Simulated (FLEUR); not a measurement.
## Fixed-spin-moment curve of AlNi with FLEUR

Wanted: E(M) for AlNi, with its minima.

Method: PBE; all-electron FLAPW, Dirac cores, scalar-relativistic bands, in FLEUR MaX-R8.1.

The database entry behind the starting cell differs from later determinations by our own check (about 0.2 % short), so it need not match the best structure at ambient conditions.

## Step 1: Set-up

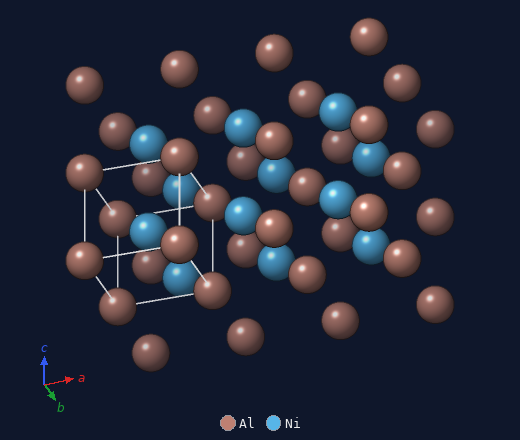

The cell as given, from a free direction (aluminium pink, nickel blue). 3×2×2 cells are drawn. Some periodic images of atoms are drawn too.

As a file:

```cif
data_structure
_symmetry_space_group_name_H-M 'Pm-3m'
_symmetry_Int_Tables_number 221
_cell_length_a 2.8810
_cell_length_b 2.8810
_cell_length_c 2.8810
_cell_angle_alpha 90.000
_cell_angle_beta 90.000
_cell_angle_gamma 90.000
_cell_volume 23.91
loop_
_atom_site_label
_atom_site_type_symbol
_atom_site_symmetry_multiplicity
_atom_site_Wyckoff_symbol
_atom_site_fract_x
_atom_site_fract_y
_atom_site_fract_z
_atom_site_occupancy
Al1 Al 1 a 0.00000 0.00000 0.00000 1
Ni1 Ni 1 b 0.50000 0.50000 0.50000 1
```

## Step 2: Unconstrained state

The free run tells which range of moments is worth scanning.

inpgen writes inp.xml from crystal.txt; cutoffs, mixing, functional, smearing and local orbitals are then set in the file. The k list default-1 (kpts.xml, not shown) is a Γ-centred 12×12×12 mesh; where the ranks do not divide the number of points, some are split in two of half the weight.

inp.xml reads:

```
<?xml version="1.0" encoding="UTF-8" standalone="no"?>
<fleurInput fleurInputVersion="0.39">
   <comment>
      AlNi
   </comment>
   <calculationSetup>
      <cutoffs Kmax="4.14" Gmax="12.4" GmaxXC="12.4" numbands="0"/>
      <scfLoop itmax="120" minDistance="0.00002" maxIterBroyd="15" imix="Anderson" alpha="0.05" precondParam="0.0" spinf="2.0" sdNocoIR="T"/>
      <coreElectrons ctail="T" frcor="F" kcrel="0" coretail_lmax="0"/>
      <xcFunctional name="pbe" relativisticCorrections="F"/>
      <magnetism jspins="2"/>
      <soc l_soc="F" theta="0.0" phi="0.0" spav="F"/>
      <expertModes spex="0" secvar="F"/>
      <geometryOptimization l_f="F" forcealpha="1.0" forcemix="BFGS" epsdisp="0.00001" epsforce="0.00001"/>
      <ldaU l_linMix="F" mixParam="0.05" spinf="1.0"/>
   </calculationSetup>
   <cell>
      <bzIntegration valenceElectrons="21.0" mode="hist" fermiSmearingEnergy="0.00183747">
         <kPointListSelection listName="default-1"/>
         <xi:include xmlns:xi="http://www.w3.org/2001/XInclude" href="kpts.xml"> </xi:include>
      </bzIntegration>
      <xi:include xmlns:xi="http://www.w3.org/2001/XInclude" href="sym.xml"> </xi:include>
      <bulkLattice scale="1.0">
         <bravaisMatrix>
            <row-1>    5.4443009649725989     0.0000000000000000     0.0000000000000000</row-1>
            <row-2>    0.0000000000000000     5.4443009649725989     0.0000000000000000</row-2>
            <row-3>    0.0000000000000000     0.0000000000000000     5.4443009649725989</row-3>
         </bravaisMatrix>
      </bulkLattice>
   </cell>
   <atomSpecies>
      <species name="Aluminum (Al)" element="Al" atomicNumber="13">
         <mtSphere radius="1.81" gridPoints="599" logIncrement="0.019"/>
         <atomicCutoffs lmax="8" lnonsphr="6"/>
         <electronConfig flipSpins="F">
            <coreConfig>(1s1/2) (2s1/2) (2p1/2) (2p3/2)</coreConfig>
            <valenceConfig>(3s1/2) (3p1/2) (3p3/2)</valenceConfig>
            <stateOccupation state="(3p1/2)" spinUp="0.166667" spinDown="0.166667"/>
            <stateOccupation state="(3p3/2)" spinUp="0.333333" spinDown="0.333333"/>
         </electronConfig>
         <energyParameters s="3" p="3" d="3" f="4"/>
      </species>
      <species name="Nickel (Ni1.001" element="Ni" atomicNumber="28">
         <mtSphere radius="2.65" gridPoints="877" logIncrement="0.014"/>
         <atomicCutoffs lmax="10" lnonsphr="8"/>
         <electronConfig flipSpins="F">
            <coreConfig>(1s1/2) (2s1/2) (2p1/2) (2p3/2)</coreConfig>
            <valenceConfig>(3s1/2) (3p1/2) (3p3/2) (4s1/2) (3d3/2) (3d5/2)</valenceConfig>
            <stateOccupation state="(3d3/2)" spinUp="1.6" spinDown="1.6"/>
            <stateOccupation state="(3d5/2)" spinUp="2.9005" spinDown="1.8995"/>
         </electronConfig>
         <energyParameters s="4" p="4" d="3" f="4"/>
         <lo type="SCLO" l="0" n="3" eDeriv="0"/>
         <lo type="SCLO" l="1" n="3" eDeriv="0"/>
      </species>
   </atomSpecies>
   <atomGroups>
      <atomGroup species="Aluminum (Al)">
         <relPos label="                   1">.0000000000 .0000000000 .0000000000</relPos>
         <force calculate="T" relaxXYZ="TTT"/>
      </atomGroup>
      <atomGroup species="Nickel (Ni1.001">
         <relPos label="                   2">1.000/2.000 1.000/2.000 1.000/2.000</relPos>
         <force calculate="T" relaxXYZ="TTT"/>
      </atomGroup>
   </atomGroups>
   <output dos="F" band="F" slice="F">
      <bandDOS minEnergy="-.5*Htr" maxEnergy="0.5*Htr" sigma="0.015" storeEVData="T"/>
      <plotting iplot="0" polar="F">
         <plot TwoD="T" vec1="  1.0  0.0  0.0" vec2="  0.0  1.0  0.0" vec3="  0.0  0.0  1.0" zero="  0.0  0.0  0.0" file="plot"/>
      </plotting>
      <moessbauerParams electricFieldGradient="F" isomerShift="F" coreHyperfine="F" valenceHyperfine="F"/>
   </output>
</fleurInput>
```

crystal.txt reads:

```
AlNi
&input film=F cartesian=F /
2.88100000000  0.00000000000  0.00000000000
0.00000000000  2.88100000000  0.00000000000
0.00000000000  0.00000000000  2.88100000000
1.8897261246
1.0 1.0 1.0

2
13 0.00000000000  0.00000000000  0.00000000000
28 0.50000000000  0.50000000000  0.50000000000 : 1.001

&kpt div1=12 div2=12 div3=12 gamma=T /
```

The run is started by

```sh
OMP_NUM_THREADS=1 inpgen -f crystal.txt > inpgen.log  # inp.xml is then edited as shown
OMP_NUM_THREADS=1 mpirun -n 4 fleur_MPI > fleur.log
```

The program printed:

```text
Welcome to FLEUR        (www.flapw.de)
      MaX-Release 8.1          (www.max-centre.eu)

 ========== k-point set info ==========
 Selected k-point list: default-1
 k-point list type: mesh
 12 x 12 x 12
 Number of k points: 84

 ------------Calculation Setup---------------------------
 Number of MPI-tasks      :            4
 Number of PE/node        :            4
 Number of OMP-threads    :            1
 k-points in parallel     :            4
 pe's per k-point         :            1
 No of k-point loops      :           21
 Eigenvalue solver        :       lapack
 Number of basis functions:          220
 Approximate size of matrices (H+S) per k-point:         0.001 GB
 --------------------------------------------------------
 Iteration:     1   Distance:      21.95309462 me/bohr^3
 Iteration:     2   Distance:      20.29875496 me/bohr^3
 Iteration:     3   Distance:      15.94207042 me/bohr^3
 Iteration:     4   Distance:      11.01867833 me/bohr^3
 Iteration:     5   Distance:       4.08370947 me/bohr^3
 Iteration:     6   Distance:      10.15542931 me/bohr^3
 Iteration:     7   Distance:       2.82771533 me/bohr^3
 Iteration:     8   Distance:       2.54461166 me/bohr^3
 Iteration:     9   Distance:       1.47471092 me/bohr^3
 Iteration:    10   Distance:       1.59836858 me/bohr^3
 Iteration:    11   Distance:       0.24740502 me/bohr^3
 Iteration:    12   Distance:       0.17543667 me/bohr^3
 Iteration:    13   Distance:       0.07494431 me/bohr^3
 Iteration:    14   Distance:       0.04911920 me/bohr^3
 Iteration:    15   Distance:       0.01240585 me/bohr^3
 Iteration:    16   Distance:       0.01206830 me/bohr^3
 Iteration:    17   Distance:       0.01121267 me/bohr^3
 Iteration:    18   Distance:       0.00289020 me/bohr^3
 Iteration:    19   Distance:       0.00053336 me/bohr^3
 Iteration:    20   Distance:       0.00054714 me/bohr^3
 Iteration:    21   Distance:       0.00017131 me/bohr^3
 Iteration:    22   Distance:       0.00005223 me/bohr^3
 Iteration:    23   Distance:       0.00003010 me/bohr^3
 Iteration:    24   Distance:       0.00001170 me/bohr^3

 ********************************************************************
 Run finished successfully
 Stop message:
   all done
 ********************************************************************

--- out.xml (last complete iteration) ---
<iteration numberForCurrentRun="   24" overallNumber="   24">
         <energyParameters units="Htr">
            <atomicEP atomType="1" spin="1" branch="3s" branchLowest="-3.40" branchHighest="2.80" value="-0.0258816760"/>
            <atomicEP atomType="1" spin="1" branch="3p" branchLowest="-1.97" branchHighest="3.19" value="0.1072706446"/>
            <atomicEP atomType="1" spin="1" branch="3d" branchLowest="-9.99" branchHighest="3.07" value="0.2709066358"/>
            <atomicEP atomType="1" spin="1" branch="4f" branchLowest="-9.99" branchHighest="6.01" value="0.4334267334"/>
            <atomicEP atomType="2" spin="1" branch="4s" branchLowest="-3.44" branchHighest="1.08" value="0.1677522814"/>
            <atomicEP atomType="2" spin="1" branch="4p" branchLowest="-1.99" branchHighest="1.57" value="0.3048280899"/>
            <atomicEP atomType="2" spin="1" branch="3d" branchLowest="-9.99" branchHighest="0.34" value="0.2727664790"/>
            <atomicEP atomType="2" spin="1" branch="4f" branchLowest="-9.99" branchHighest="2.90" value="0.6218132560"/>
            <loAtomicEP atomType="2" spin="1" branch="3s" branchLowest="-35.43" branchHighest="-3.44" value="-3.4434121141"/>
            <loAtomicEP atomType="2" spin="1" branch="3p" branchLowest="-30.39" branchHighest="-1.99" value="-1.9892788542"/>
            <atomicEP atomType="1" spin="2" branch="3s" branchLowest="-3.40" branchHighest="2.80" value="-0.0258816865"/>
            <atomicEP atomType="1" spin="2" branch="3p" branchLowest="-1.97" branchHighest="3.19" value="0.1072706335"/>
            <atomicEP atomType="1" spin="2" branch="3d" branchLowest="-9.99" branchHighest="3.07" value="0.2709066245"/>
            <atomicEP atomType="1" spin="2" branch="4f" branchLowest="-9.99" branchHighest="6.01" value="0.4334267219"/>
            <atomicEP atomType="2" spin="2" branch="4s" branchLowest="-3.44" branchHighest="1.08" value="0.1677527969"/>
            <atomicEP atomType="2" spin="2" branch="4p" branchLowest="-1.99" branchHighest="1.57" value="0.3048287479"/>
            <atomicEP atomType="2" spin="2" branch="3d" branchLowest="-9.99" branchHighest="0.34" value="0.2727665486"/>
            <atomicEP atomType="2" spin="2" branch="4f" branchLowest="-9.99" branchHighest="2.90" value="0.6218140494"/>
            <loAtomicEP atomType="2" spin="2" branch="3s" branchLowest="-35.43" branchHighest="-3.44" value="-3.4434121409"/>
            <loAtomicEP atomType="2" spin="2" branch="3p" branchLowest="-30.39" branchHighest="-1.99" value="-1.9892788798"/>
         </energyParameters>
         <bandgap value="0.0000005953" units="eV"/>
         <sumValenceSingleParticleEnergies value="-15.7229409137" units="Htr"/>
         <FermiEnergy value="0.3551485355" units="Htr"/>
         <valenceDensity>
            <mtCharges spin="1">
               <mtCharge atomType="1" total="0.3285275" s="0.1455854" p="0.1532392" d="0.0274499" f="0.0019862"/>
               <mtCharge atomType="2" total="9.1545508" s="1.3297454" p="3.4028430" d="4.4019863" f="0.0162846"/>
            </mtCharges>
            <mtCharges spin="2">
               <mtCharge atomType="1" total="0.3285275" s="0.1455854" p="0.1532392" d="0.0274499" f="0.0019862"/>
               <mtCharge atomType="2" total="9.1545510" s="1.3297454" p="3.4028430" d="4.4019865" f="0.0162846"/>
            </mtCharges>
            <spinDependentCharge spin="1" total="10.4999999" interstitial="1.0169216" mtSpheres="9.4830783"/>
            <spinDependentCharge spin="2" total="10.5000001" interstitial="1.0169216" mtSpheres="9.4830785"/>
            <totalCharge value="21.0000000000"/>
         </valenceDensity>
         <coreStates atomType="     1" atomicNumber=" 13" spin="1" kinEnergy="    120.1402871811" eigValSum="    -64.4353751493" lostElectrons=" 0.014447">
            <state n="1" l="0" j="0.5" energy="-54.9750193559" weight="1.0000000000"/>
            <state n="2" l="0" j="0.5" energy="-3.4274312702" weight="1.0000000000"/>
            <state n="2" l="1" j="0.5" energy="-2.0217655918" weight="1.0000000000"/>
            <state n="2" l="1" j="1.5" energy="-2.0055794657" weight="2.0000000000"/>
         </coreStates>
         <coreStates atomType="     1" atomicNumber=" 13" spin="2" kinEnergy="    120.1402871804" eigValSum="    -64.4353751516" lostElectrons=" 0.014447">
            <state n="1" l="0" j="0.5" energy="-54.9750193563" weight="1.0000000000"/>
            <state n="2" l="0" j="0.5" energy="-3.4274312705" weight="1.0000000000"/>
            <state n="2" l="1" j="0.5" energy="-2.0217655923" weight="1.0000000000"/>
            <state n="2" l="1" j="1.5" energy="-2.0055794662" weight="2.0000000000"/>
         </coreStates>
         <coreStates atomType="     2" atomicNumber=" 28" spin="1" kinEnergy="    677.2623515337" eigValSum="   -427.7201565405" lostElectrons=" 0.000000">
            <state n="1" l="0" j="0.5" energy="-301.0937063685" weight="1.0000000000"/>
            <state n="2" l="0" j="0.5" energy="-35.4335230671" weight="1.0000000000"/>
            <state n="2" l="1" j="0.5" energy="-30.8260531052" weight="1.0000000000"/>
            <state n="2" l="1" j="1.5" energy="-30.1834369999" weight="2.0000000000"/>
         </coreStates>
         <coreStates atomType="     2" atomicNumber=" 28" spin="2" kinEnergy="    677.2623513969" eigValSum="   -427.7201565856" lostElectrons=" 0.000000">
            <state n="1" l="0" j="0.5" energy="-301.0937063684" weight="1.0000000000"/>
            <state n="2" l="0" j="0.5" energy="-35.4335230809" weight="1.0000000000"/>
            <state n="2" l="1" j="0.5" energy="-30.8260531154" weight="1.0000000000"/>
            <state n="2" l="1" j="1.5" energy="-30.1834370104" weight="2.0000000000"/>
         </coreStates>
         <allElectronCharges>
            <spinDependentCharge spin="1" total="20.4999999" interstitial="1.0304936" mtSpheres="19.4695063"/>
            <spinDependentCharge spin="2" total="20.5000001" interstitial="1.0304936" mtSpheres="19.4695065"/>
            <totalCharge value="40.9999999782"/>
         </allElectronCharges>
         <magneticMomentsInMTSpheres units="muBohr">
            <globalMagMoment atomType="1" vec="0.00000   0.00000   0.00000"/>
            <localMagMoment atomType="1" vec="0.00000   0.00000   0.00000"/>
            <globalMagMoment atomType="2" vec="0.00000   0.00000   0.00000"/>
            <localMagMoment atomType="2" vec="0.00000   0.00000   0.00000"/>
         </magneticMomentsInMTSpheres>
         <moessbauerParams unitsHFF="kG" unitsIS="e/bohr^3" unitsEFG="Htr/bohr^2">
         </moessbauerParams>
         <totalEnergy value="    -1763.7027729474" units="Htr">
            <sumOfEigenvalues value="    -1000.0340043407">
               <coreElectrons value="-984.3110634270"/>
               <valenceElectrons value="-15.7229409137"/>
            </sumOfEigenvalues>
            <densityCoulombPotentialIntegral value="-2681.7111636834"/>
            <densityEffectivePotentialIntegral value="-2788.5084692211"/>
            <chargeDenXCDenIntegral value="-82.3265604575"/>
            <FockExchangeEnergyValence value="0.0000000000"/>
            <FockExchangeEnergyCore value="0.0000000000"/>
            <atomTypeDependentContributions atomType="1">
               <electronNucleiInteractionDifferentMTs value="284.9822925401"/>
               <MadelungTerm value="-8.7699739487"/>
            </atomTypeDependentContributions>
            <atomTypeDependentContributions atomType="2">
               <electronNucleiInteractionDifferentMTs value="1832.2582676275"/>
               <MadelungTerm value="-2.9845614124"/>
            </atomTypeDependentContributions>
            <tkbTimesEntropy value="0.0002676616"/>
            <freeEnergy value="-1763.7030406091"/>
            <extrapolationTo0K value="-1763.7029067782"/>
         </totalEnergy>
         <densityConvergence units="me/bohr^3">
            <chargeDensity spin="1" distance="0.0000042472"/>
            <chargeDensity spin="2" distance="0.0000108104"/>
            <overallChargeDensity distance="0.0000117045"/>
            <spinDensity distance="0.0000115244"/>
         </densityConvergence>
      </iteration>
```

The job ended after 13 s (4 MPI ranks of AMD EPYC 9R45, shared host; peak memory 0.26 GiB; 49 s of CPU time).

The spin moment in the muffin-tin sphere vanishes on all atoms.

This step gave:

```
free energy                                                       : -47992.8047 eV
program's band gap on this mesh (in a metal only a level spacing) : 5.95e-7 eV
final state                                                       : non-magnetic
```

After 24 cycles the seed has died away: no moment is left.

## Step 3: No spin polarisation

Edit inp.xml of step 2 so:

```diff
@@ -10,3 +10,3 @@
       <xcFunctional name="pbe" relativisticCorrections="F"/>
-      <magnetism jspins="2"/>
+      <magnetism jspins="1"/>
       <soc l_soc="F" theta="0.0" phi="0.0" spav="F"/>
@@ -42,3 +42,3 @@
       </species>
-      <species name="Nickel (Ni1.001" element="Ni" atomicNumber="28">
+      <species name="Nickel (Ni)" element="Ni" atomicNumber="28">
          <mtSphere radius="2.65" gridPoints="877" logIncrement="0.014"/>
@@ -48,4 +48,4 @@
             <valenceConfig>(3s1/2) (3p1/2) (3p3/2) (4s1/2) (3d3/2) (3d5/2)</valenceConfig>
-            <stateOccupation state="(3d3/2)" spinUp="1.6" spinDown="1.6"/>
-            <stateOccupation state="(3d5/2)" spinUp="2.9005" spinDown="1.8995"/>
+            <stateOccupation state="(3d3/2)" spinUp="1.600000" spinDown="1.600000"/>
+            <stateOccupation state="(3d5/2)" spinUp="2.400000" spinDown="2.400000"/>
          </electronConfig>
@@ -61,3 +61,3 @@
       </atomGroup>
-      <atomGroup species="Nickel (Ni1.001">
+      <atomGroup species="Nickel (Ni)">
          <relPos label="                   2">1.000/2.000 1.000/2.000 1.000/2.000</relPos>
```

Edit crystal.txt of step 2 so:

```diff
@@ -10,3 +10,3 @@
 13 0.00000000000  0.00000000000  0.00000000000
-28 0.50000000000  0.50000000000  0.50000000000 : 1.001
+28 0.50000000000  0.50000000000  0.50000000000
```

The program printed:

```text
[banner, memory and clock lines left out]
Welcome to FLEUR        (www.flapw.de)
      MaX-Release 8.1          (www.max-centre.eu)

 ========== k-point set info ==========
 Selected k-point list: default-1
 k-point list type: mesh
 12 x 12 x 12
 Number of k points: 84

 [... set-up left out ...]
 Iteration:     1   Distance:      17.04496929 me/bohr^3
 Iteration:     2   Distance:      11.26367252 me/bohr^3
 Iteration:     3   Distance:       6.18770472 me/bohr^3
 Iteration:     4   Distance:       5.82194516 me/bohr^3
 Iteration:     5   Distance:       3.04328492 me/bohr^3
 Iteration:     6   Distance:       2.36823833 me/bohr^3
 Iteration:     7   Distance:       1.10629364 me/bohr^3
 Iteration:     8   Distance:       0.03849169 me/bohr^3
 Iteration:     9   Distance:       0.07238803 me/bohr^3
 Iteration:    10   Distance:       0.02383819 me/bohr^3
 Iteration:    11   Distance:       0.01595472 me/bohr^3
 Iteration:    12   Distance:       0.00069913 me/bohr^3
 Iteration:    13   Distance:       0.00018848 me/bohr^3
 Iteration:    14   Distance:       0.00009558 me/bohr^3
 Iteration:    15   Distance:       0.00001120 me/bohr^3

 ********************************************************************
 Run finished successfully
 Stop message:
   all done
 ********************************************************************

--- out.xml (last complete iteration) ---
<iteration numberForCurrentRun="   15" overallNumber="   15">
         [... left out ...]
         <bandgap value="0.0515672490" units="eV"/>
         <sumValenceSingleParticleEnergies value="-15.7229436867" units="Htr"/>
         <FermiEnergy value="0.3551481914" units="Htr"/>
         [... left out ...]
         <totalEnergy value="    -1763.7027730771" units="Htr">
            <sumOfEigenvalues value="    -1000.0340089655">
               <coreElectrons value="-984.3110652788"/>
               <valenceElectrons value="-15.7229436867"/>
            </sumOfEigenvalues>
         [... left out ...]
            <freeEnergy value="-1763.7030406413"/>
            <extrapolationTo0K value="-1763.7029068592"/>
         </totalEnergy>
         <densityConvergence units="me/bohr^3">
            <chargeDensity spin="1" distance="0.0000111970"/>
         </densityConvergence>
      </iteration>
```

Wall time 5.8 s (4 MPI ranks); peak memory 0.23 GiB; 23 s of CPU time.

Numbers from this step:

```
free energy                                                       : -47992.8047 eV
program's band gap on this mesh (in a metal only a level spacing) : 0.05157 eV
final state                                                       : non-magnetic (no spin polarisation)
```

Its energy lies -0.0 meV a cell from the free run's.

[end of part 1 of 2]

[Logs and program files are shortened in this print: banners, set-up blocks, solver, clock and traceback lines can be left out without a mark of their own.]

[Logs are printed without paths, hosts, clocks, repeated set-up lines and the standing remarks that a program may print on its own settings, such as how far it seeks lower states.]

[Hosts, paths, dates, database ids (printed as entryN), source tags and the programs' standing remarks are cut or masked in the printed files.]

[Where a cell is said to come from a database of computed structures, the database is the Materials Project.]
